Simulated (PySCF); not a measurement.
## Electronic structure of C$_{4}$H$_{8}$BNSi in real space

Input file:

```
{"job": {"kind": "uv", "xc": "PBE0", "basis": "def2-SVPD", "nstates": 8, "ntriplets": 3}, "charge": 0, "multiplicity": 1}
B     -2.636771     0.735706    -0.525814
Si    -1.510068    -0.819882    -0.133215
N      0.185111    -0.375463     0.079225
C      1.113662    -0.233540    -0.914404
C      2.266725     0.273728    -0.396070
C      2.043078     0.463692     0.987112
C      0.765793     0.061750     1.237428
H     -2.198709     1.817808    -0.600584
H     -3.787464     0.617514    -0.696730
H     -1.443503    -1.850656    -1.186454
H     -1.815470    -1.536077     1.119863
H      0.875924    -0.517362    -1.921194
H      3.172650     0.484052    -0.930627
H      2.747611     0.844735     1.700629
H      0.217018     0.041984     2.158921
```

Run with:

```sh
OMP_NUM_THREADS=1 python probes_run.py task.json out
```

Geometry: GFN2-xTB.

Computed with PBE0/def2-SVPD, SCF density, gas phase (PySCF 2.14.0).

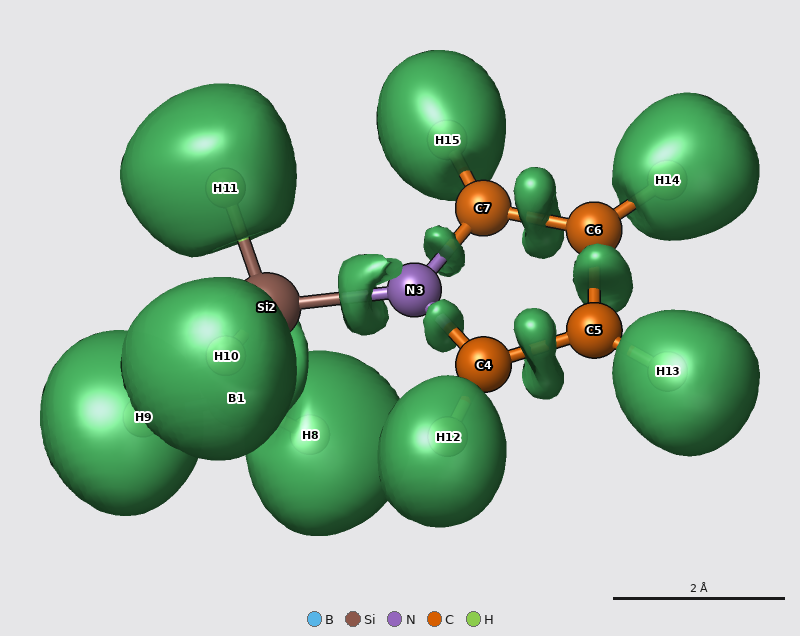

Figure 1. Isosurface of the ELF at 0.85 (green), seen at a tilt. Core shells and regions of very low density are left out.

Question: Where are the electrons localised?

Answer: At this value the surface marks out one region between bonded B–Si atoms (shared pairs), three regions between bonded C–C atoms (shared pairs), two regions between bonded C–N atoms (shared pairs), one region between bonded N–Si atoms (shared pairs) and eight regions around hydrogen nuclei. Profiles from the grid: C–C (1.36 Å): the ELF peaks at about 0.95 between the atoms; localised, covalent bonding. C–N (1.37 Å): the ELF peaks at about 0.90 between the atoms: a covalent bond.

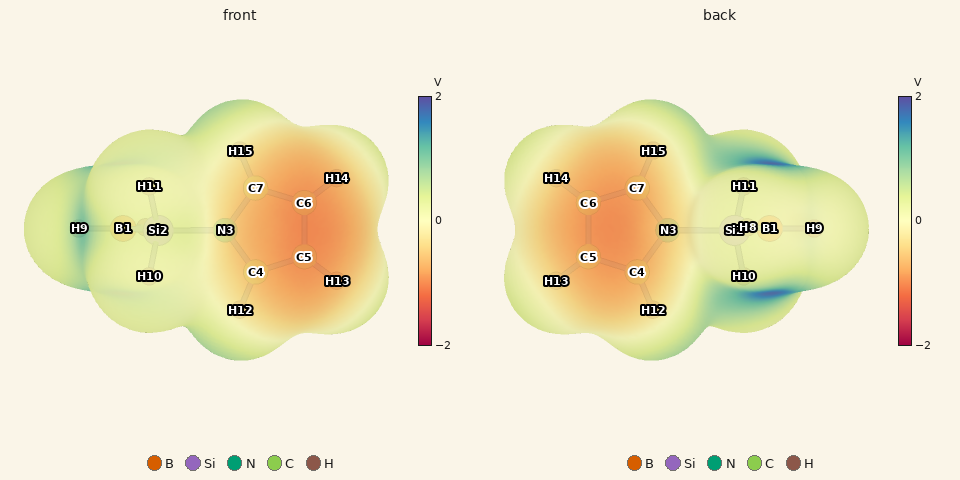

Figure 2. The electrostatic potential painted on the density surface at 0.001 e/bohr³, seen from the front and from behind; the colour scale runs from red (negative) to blue (positive).

Question: Which sites attract a positive test charge, and which a negative one?

Answer: A positive charge is drawn to the negative regions and a negative charge to the positive ones. The most negative region (about −1.0 V) lies over the π face of C5 and C6, the most positive (about +1.7 V) over B1.

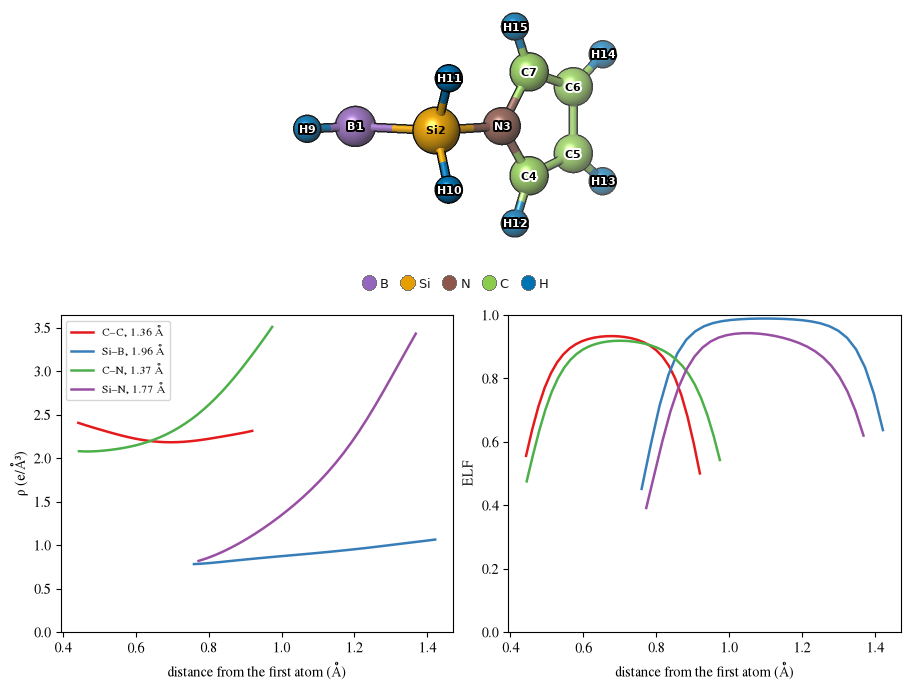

Figure 3. Total electron density and electron localisation function along straight lines between neighbouring atoms. The curves leave out the atomic cores. The structure is drawn too.

Question: What can be read from the curves?

Answer: C–C (1.36 Å): ρ at the midpoint is about 2.2 e/Å³; the ELF peaks at about 0.95 between the atoms: a covalent bond.
Si–B (1.96 Å): ρ at the midpoint is about 0.87 e/Å³; the ELF peaks at about 1 between the atoms (a covalent bond).
C–N (1.37 Å): ρ is about 2.3 e/Å³ halfway; the ELF peaks at about 0.90 between the atoms, as expected for localised, covalent bonding.
Si–N (1.77 Å): ρ at the midpoint is about 1 e/Å³; the ELF peaks at about 0.95 between the atoms: a polar covalent bond.
